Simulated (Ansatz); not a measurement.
## BAs: response to strain

Take BAs in the zinc blende structure (space group F-43m, No. 216; a = 4.7679 Å) as the base.

Strains are applied to the cell and any free atomic positions relax.

All numbers come from Kohn–Sham DFT with the PBEsol functional, run in Ansatz (a first-principles code) with PAW and 420 eV plane waves, no SOC.

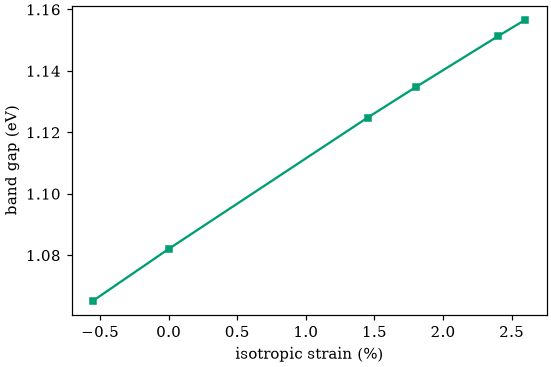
*Band gap against isotropic strain*

Question: From the plot, what is the band gap for isotropic strain +1.45 %?

Answer: About 1.12 eV.

Question: Is the trend monotonic over the range shown?

Answer: Yes, it rises throughout, spanning 1.07 eV to 1.16 eV.

Whether these cells are dynamically stable was not tested.
